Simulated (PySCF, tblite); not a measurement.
**C2H8FN2Si radical: geometry, infrared bands and EPR parameters**

What infrared bands and EPR parameters should C2H8FN2Si radical (`[CH2]N(C)[Si@@H](N)F`) show?

Computed with tblite 0.8.0 and PySCF 2.14.0, with density-fitted response routines of our own, on a single molecule in the gas phase. Atoms are numbered from 0 throughout.

## Step 1: Starting geometry

14 atoms, charge 0, multiplicity 2; geometry from: force field or distance geometry start.

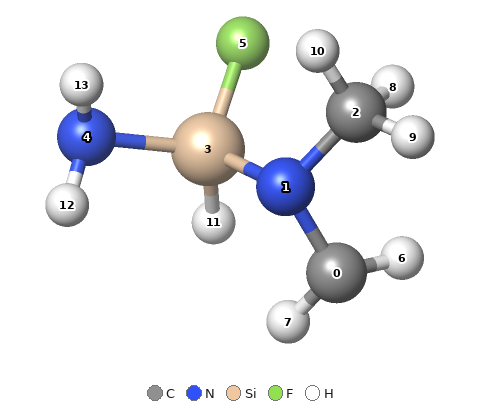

The starting geometry (carbon grey, nitrogen blue, silicon light orange, fluorine green, hydrogen white), atoms numbered.

## Step 2: Relaxing the molecule with GFN2-xTB

The job: settings as JSON, then the geometry in Å.

```
{"job": {"kind": "relax", "xc": "GFN2-xTB", "basis": "xTB"}, "charge": 0, "multiplicity": 2}
C     -1.076700    -0.811200    -1.235400
N     -0.345400     0.243800    -0.586000
C     -1.282100     1.083600     0.117700
Si     0.811300    -0.503300     0.544000
N      2.452200     0.092900     0.220000
F      0.438500    -0.215900     2.165500
H     -1.934100    -1.186100    -0.654200
H     -0.416100    -1.654900    -1.484400
H     -1.713900     0.546800     0.983300
H     -2.109500     1.448300    -0.527700
H     -0.737500     1.958200     0.489500
H      0.744100    -1.984000     0.390800
H      2.653900    -0.152900    -0.779400
H      2.514600     1.134300     0.334100
```

Run with:

```
$ OMP_NUM_THREADS=1 python probes_run.py task.json out
```

One launch serves the whole session: the jobs run in the order shown.

Output:

```text
step      E/eV     max force
  0    -562.01862    2.207
  1    -562.26911    1.307
  2    -562.42838    1.157
  3    -562.48301    0.751
  4    -562.56917    0.794
  5    -562.61053    0.735
  6    -562.77717    0.895
  7    -562.82997    0.853
  8    -562.89224    0.456
  9    -562.92653    0.502
 10    -562.96146    0.457
 11    -562.98516    0.365
 12    -563.00399    0.296
 13    -563.02061    0.358
 14    -563.03634    0.324
 15    -563.04577    0.239
 16    -563.05170    0.237
 17    -563.05768    0.248
 18    -563.06580    0.242
 19    -563.07579    0.244
 20    -563.08312    0.211
 21    -563.08960    0.246
 22    -563.09830    0.312
 23    -563.11030    0.301
 24    -563.12163    0.280
 25    -563.12889    0.215
 26    -563.13114    0.360
 27    -563.13534    0.147
 28    -563.13868    0.178
 29    -563.14453    0.197
 30    -563.14760    0.141
 31    -563.14897    0.097
 32    -563.15020    0.091
 33    -563.15172    0.082
 34    -563.15297    0.068
 35    -563.15368    0.052
 36    -563.15407    0.054
 37    -563.15451    0.063
 38    -563.15514    0.071
 39    -563.15587    0.077
 40    -563.15650    0.056
 41    -563.15695    0.055
 42    -563.15736    0.050
 43    -563.15784    0.055
 44    -563.15839    0.065
 45    -563.15893    0.058
 46    -563.15949    0.063
 47    -563.16027    0.066
 48    -563.16142    0.079
 49    -563.16300    0.093
 50    -563.16475    0.085
 51    -563.16616    0.094
 52    -563.16717    0.104
 53    -563.16813    0.135
 54    -563.16938    0.117
 55    -563.17096    0.120
 56    -563.17283    0.087
 57    -563.17386    0.097
 58    -563.17672    0.137
 59    -563.18020    0.181
 60    -563.17749    0.722
 61    -563.18704    0.258
 62    -563.19023    0.125
 63    -563.19140    0.618
 64    -563.19553    0.154
 65    -563.19793    0.153
 66    -563.17709    1.592
 67    -563.20807    0.241
 68    -563.21252    0.158
 69    -563.13633    2.120
 70    -563.21635    0.135
 71    -563.21888    0.127
 72    -563.21714    0.786
 73    -563.22447    0.158
 74    -563.22620    0.179
 75    -563.23015    0.285
 76    -563.23192    0.154
 77    -563.23354    0.070
 78    -563.23403    0.075
 79    -563.23563    0.054
 80    -563.23660    0.063
 81    -563.23741    0.125
 82    -563.23801    0.140
 83    -563.23862    0.106
 84    -563.23932    0.074
 85    -563.24021    0.086
 86    -563.24117    0.082
 87    -563.24194    0.087
 88    -563.24245    0.052
 89    -563.24288    0.051
 90    -563.24326    0.100
 91    -563.24370    0.056
 92    -563.24425    0.054
 93    -563.24494    0.062
 94    -563.24535    0.040
 95    -563.24564    0.040
 96    -563.24583    0.040
 97    -563.24612    0.039
 98    -563.24648    0.057
 99    -563.24683    0.040
100    -563.24704    0.040
101    -563.24721    0.046
102    -563.24737    0.054
103    -563.24771    0.084
104    -563.24827    0.135
105    -563.24917    0.183
106    -563.25029    0.189
107    -563.25078    0.125
108    -563.25083    0.138
109    -563.25163    0.063
110    -563.25186    0.057
111    -563.25277    0.055
112    -563.25322    0.069
113    -563.25358    0.041
114    -563.25378    0.030
115    -563.25396    0.036
116    -563.25417    0.053
117    -563.25448    0.063
118    -563.25475    0.047
119    -563.25487    0.021
120    -563.25489    0.012
121    -563.25491    0.012
122    -563.25493    0.012
123    -563.25499    0.018
124    -563.25506    0.025
125    -563.25513    0.022
126    -563.25518    0.015
127    -563.25520    0.028
128    -563.25522    0.015
129    -563.25525    0.012
130    -563.25538    0.026
131    -563.25547    0.031
132    -563.25562    0.028
133    -563.25567    0.016
134    -563.25569    0.015
135    -563.25571    0.013
136    -563.25573    0.014
137    -563.25577    0.015
138    -563.25581    0.016
139    -563.25585    0.021
140    -563.25588    0.020
141    -563.25589    0.016
142    -563.25591    0.012
143    -563.25592    0.009
```

It took 0.62 s on 1 thread of Arm Neoverse V2, shared host.

Along the way: (not every step is listed)

```
step  energy from step 0 (eV)  largest force (eV/Å)
   0                   0.0000                2.2068
   1                  -0.2505                1.3070
   2                  -0.4098                1.1566
   3                  -0.4644                0.7509
   4                  -0.5505                0.7936
   5                  -0.5919                0.7354
   6                  -0.7585                0.8953
   7                  -0.8113                0.8528
   8                  -0.8736                0.4558
  21                  -1.0710                0.2459
  34                  -1.1343                0.0683
  47                  -1.1416                0.0664
  60                  -1.1589                0.7223
  73                  -1.2058                0.1577
  86                  -1.2225                0.0822
  99                  -1.2282                0.0398
 112                  -1.2346                0.0690
 125                  -1.2365                0.0223
 138                  -1.2372                0.0162
 139                  -1.2372                0.0206
 140                  -1.2373                0.0196
 141                  -1.2373                0.0160
 142                  -1.2373                0.0117
 143                  -1.2373                0.0088
```

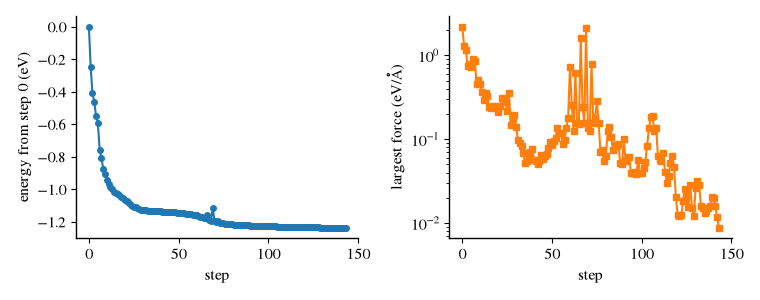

Energy and largest force along the relaxation.

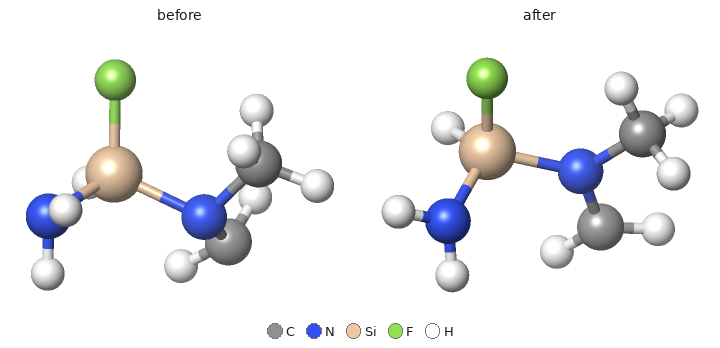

Before and after, at one scale.

Close pairs (by a distance rule), those that changed most:

```
   bond  before (Å)  after (Å)  change (Å)
 Si3–F5       1.688      1.609      -0.079
  C0–N1       1.439      1.375      -0.064
 Si3–N4       1.776      1.717      -0.059
 N1–Si3       1.781      1.727      -0.054
 N4–H12       1.049      1.006      -0.043
 N4–H13       1.049      1.007      -0.043
Si3–H11       1.490      1.457      -0.033
  C0–H6       1.102      1.072      -0.029
```

The end geometry stands in the next job.

## Step 3: Vibrational analysis with GFN2-xTB

The job: settings as JSON, then the geometry in Å.

```
{"job": {"kind": "ir", "xc": "GFN2-xTB", "basis": "xTB"}, "charge": 0, "multiplicity": 2}
C     -0.947906    -0.821190    -1.213526
N     -0.578542    -0.117575    -0.091576
C     -1.500579     0.914196     0.322779
Si     0.930063    -0.392255     0.703339
N      2.237061     0.228275    -0.220386
F      0.926306     0.511376     2.034747
H     -1.966531    -0.758350    -1.542305
H     -0.348065    -1.664308    -1.489991
H     -2.495922     0.489803     0.479341
H     -1.575503     1.691406    -0.442537
H     -1.159775     1.366423     1.249237
H      1.009123    -1.768432     1.174209
H      2.327082    -0.018873    -1.191136
H      3.142513     0.339033     0.205639
```

Output:

```text
mode    cm-1     km/mol
  1      12.5      6.74
  2     115.8      0.07
  3     136.5      4.42
  4     186.1      6.26
  5     213.4     11.05
  6     253.4     15.07
  7     268.8     24.21
  8     311.0      3.22
  9     334.8     17.63
 10     394.9      6.54
 11     425.7     52.03
 12     486.3    218.80
 13     653.2     40.84
 14     678.9     58.83
 15     694.8    126.55
 16     770.3     51.51
 17     852.8    347.87
 18     921.8    198.92
 19    1009.7     20.36
 20    1077.5     37.10
 21    1094.3      0.30
 22    1264.1     67.60
 23    1351.2     20.96
 24    1418.1      5.61
 25    1435.7      9.58
 26    1472.7      5.05
 27    1495.7     10.77
 28    1502.1     66.60
 29    2297.0    267.19
 30    2937.7     40.83
 31    2960.8     50.39
 32    3056.2     12.03
 33    3125.2     32.50
 34    3173.1     59.72
 35    3482.4      5.86
 36    3525.8      1.95
```

Wall time 0.29 s (1 thread of Arm Neoverse V2, shared host).

The strongest bands and the atoms that carry them (share of the mass-weighted mode):

```
cm⁻¹  km/mol                         atoms
 486   218.8   H13 39 %, H12 38 %, N4 20 %
 695   126.5  H11 52 %, Si3 12 %, H13 10 %
 853   347.9   Si3 39 %, F5 23 %, H13 13 %
 922   198.9             N4 44 %, Si3 41 %
1264    67.6     N1 52 %, C2 18 %, H7 11 %
1502    66.6   H12 45 %, H13 44 %, N4 11 %
2297   267.2                      H11 97 %
3173    59.7     H7 58 %, H6 31 %, C0 10 %
```

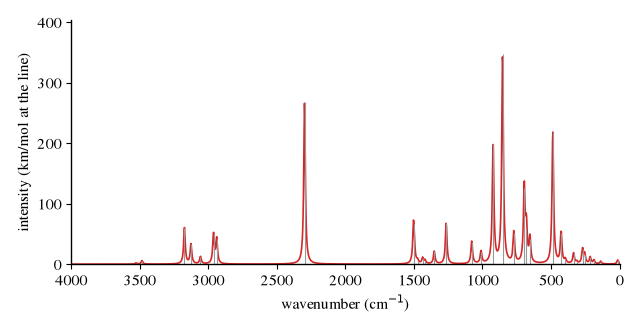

The infrared spectrum from these modes, unscaled. Lines are broadened to a width of 14 cm⁻¹ (Lorentzian).

## Step 4: EPR parameters: B3LYP/pcH-1

Same as in step 3 but for these lines:

```diff
@@ -1,2 +1,2 @@
-{"job": {"kind": "ir", "xc": "GFN2-xTB", "basis": "xTB"}, "charge": 0, "multiplicity": 2}
+{"job": {"kind": "epr", "basis": "pcH-1"}, "charge": 0, "multiplicity": 2}
 C     -0.947906    -0.821190    -1.213526
```

Method: UKS B3LYP, pcH-1 on C F H N Si, non-relativistic, mean-field spin-orbit, GIAO.

Output:

```text
UKS, coarse grid
  cycle   1  E = -579.85597456  |g| = 5.37e-01
  cycle   2  E = -579.74974926  |g| = 7.92e-01
  cycle   3  E = -579.95720153  |g| = 5.48e-02
  cycle   4  E = -579.95798359  |g| = 3.08e-02
  cycle   5  E = -579.95836260  |g| = 7.33e-03
  cycle   6  E = -579.95838589  |g| = 3.69e-03
  cycle   7  E = -579.95839206  |g| = 9.32e-04
UKS, final grid
  cycle   1  E = -579.95831925  |g| = 1.16e-03
  cycle   2  E = -579.95831868  |g| = 1.68e-03
  cycle   3  E = -579.95831988  |g| = 2.09e-04
  cycle   4  E = -579.95831990  |g| = 8.70e-05
  cycle   5  E = -579.95831991  |g| = 2.21e-05
E = -579.95831991 Eh   <S^2> = 0.7531 (exact 0.7500)
g shifts (ppm)      1          2          3
  rmc          -161       -161       -161
  gc              1         45         35
  oz_so          32        677       1271
  total        -129        561       1144
hyperfine (MHz)  atom isotope    a_iso     a_fc   dipolar eigenvalues
    0   13C     105.62     105.69    -65.97    -65.45    131.42
    1   14N       5.93       5.96    -12.17    -11.52     23.68
    2   13C      -8.24      -8.24     -1.70     -0.66      2.37
    3  29Si       8.90       8.88     -3.50      1.28      2.22
    4   14N       2.22       2.22     -0.35     -0.12      0.47
    5   19F       6.59       6.59     -5.50     -3.64      9.13
    6    1H     -39.52     -39.54    -32.13      0.77     31.37
    7    1H     -43.09     -43.11    -32.01     -0.03     32.04
    8    1H      19.74      19.74     -3.56     -2.93      6.49
    9    1H      24.18      24.18     -3.90     -2.96      6.85
   10    1H      -0.82      -0.82     -3.23     -2.53      5.76
   11    1H       2.27       2.27     -2.44     -2.02      4.47
   12    1H      -0.37      -0.38     -2.26     -1.48      3.74
   13    1H       0.87       0.87     -1.15     -0.92      2.07
```

It took 50 s on 1 thread of Arm Neoverse V2, shared host; peak memory 0.86 GiB.

Principal g values 2.00219, 2.00288, 2.00346; g(iso) = 2.00285, against 2.00232 for a free electron.

Hyperfine couplings; where a row names several nuclei, a(iso) is their mean (it holds for fast rotation or exchange) and the dipolar term the largest among them:

```
     nuclei  isotope  a(iso) (MHz)  a(iso) (G, at g = 2.0023)  largest dipolar term (MHz)
         C0      13C         105.6                       37.7                       131.4
     H6, H7       1H         -41.3                      -14.7                       -32.1
H8, H9, H10       1H          14.4                        5.1                         6.9
        Si3     29Si           8.9                        3.2                        -3.5
         C2      13C          -8.2                       -2.9                         2.4
         F5      19F           6.6                        2.4                         9.1
         N1      14N           5.9                        2.1                        23.7
        H11       1H           2.3                        0.8                         4.5
         N4      14N           2.2                        0.8                         0.5
   H12, H13       1H           0.2                        0.1                         3.7
```

Mulliken spin populations:

C0 0.86; N1 0.16; C2 -0.02; Si3 0.02; N4 0.00; F5 0.00; H6 -0.03; H7 -0.03; H8 0.02; H9 0.02; H10 0.00; H11 0.00; H12 0.00; H13 0.00

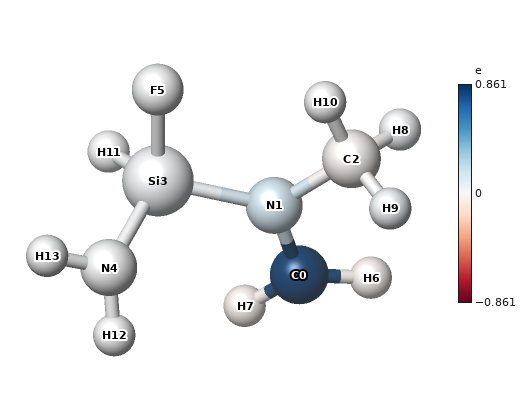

Mulliken spin populations, as colours on the atoms.

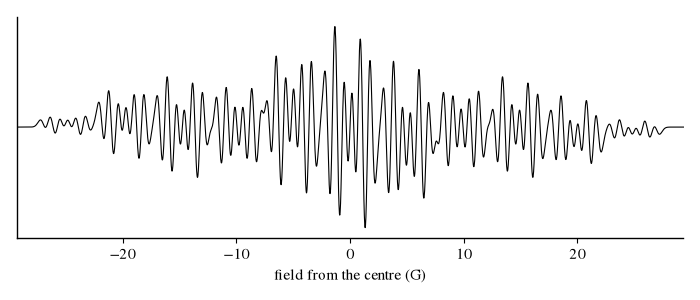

First-order isotropic spectrum (first derivative, main isotopes with spin only, couplings over 0.8 MHz, Gaussian width 0.3 G; couplings of the frozen geometry, rotation of groups not averaged beyond the rows shown).

The fields below are evaluated on a grid from the run's orbitals.

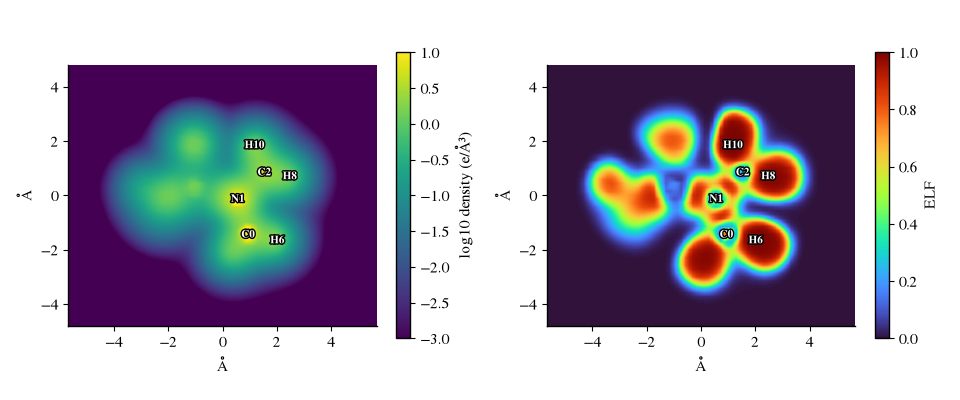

Density (left) and ELF (right) in a plane through or near 6 of the atoms.

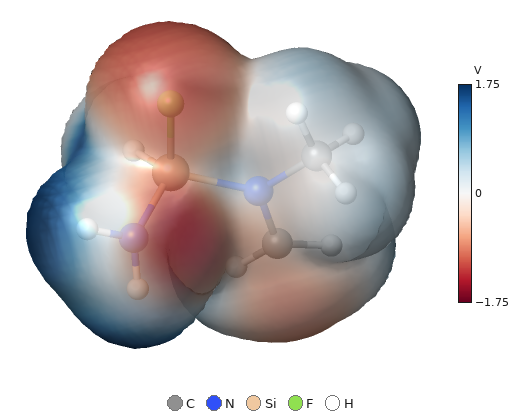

The potential that a unit positive charge feels on the 0.002 e/bohr³ surface, from -1.17 V near N4 to 1.75 V near H12.

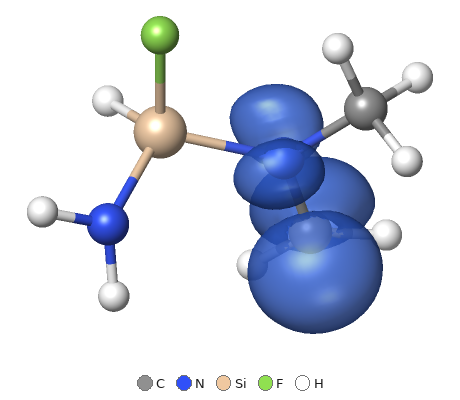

Spin density at ±0.04 e/Å³ (alpha excess blue, beta excess red).

## Step 5: Outcome

| quantity | value |
| --- | --- |
| strongest single infrared mode (GFN2-xTB) | 853 cm⁻¹, 348 km/mol |
| zero-point energy (GFN2-xTB) | 64.9 kcal/mol |
| g(iso) (B3LYP) | 2.00285 |
| ⟨S²⟩ | 0.753 (exact 0.75) |
| largest a(iso) (averaged by class) | 13C on C0, 105.6 MHz |
| potential on the surface of density 0.002 e/bohr³, 1st and 99th percentile | -1.17 V and 1.75 V |

In words: Over 143 steps the energy fell by 1.237 eV; of the close pairs, Si3–F5 changed most, 1.688 to 1.609 Å. No mode is imaginary among the 36: a minimum at this level. The strongest single mode, at 853 cm⁻¹, is carried by Si3, F5, H13. GFN2-xTB is a fitted tight-binding method: band positions and strengths are rough. Its intensities can rank the bands wrongly. Most of the unpaired spin sits on C0 (0.86 e). The isotropic g lies 0.5 ppt above the free-electron value. These values are for one conformer; the search (at its own cheap level) found 2 more, at 0.16, 1.15 kcal/mol, and measured spectra average over such forms.
